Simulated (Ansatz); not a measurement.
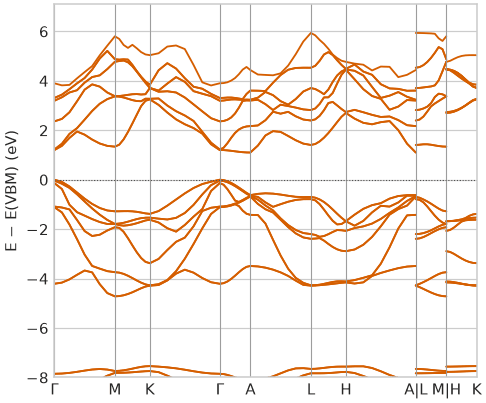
*Band structure from the program Ansatz at the r²SCAN with spin–orbit coupling level (PAW)*

Problem. Read off the gap and where the band edges lie.

Solution. About 1.1 eV (1.10 eV by a search for the band edges); maximum at Γ, minimum at A.

The material is BaCd2P2 in space group P-3m1 (No. 164; Ba on 1a, Cd on 2d, P on 2d).

The workflow started from a Materials Project entry (that database holds measured and hypothetical structures alike); the Crystallography Open Database copy checked does not list it. Whether it is the stable phase at ambient conditions was not checked. Symmetry was held in the r²SCAN relaxation; its stability against distortions is not shown here.

Potentials: the later of the program's two PAW sets.
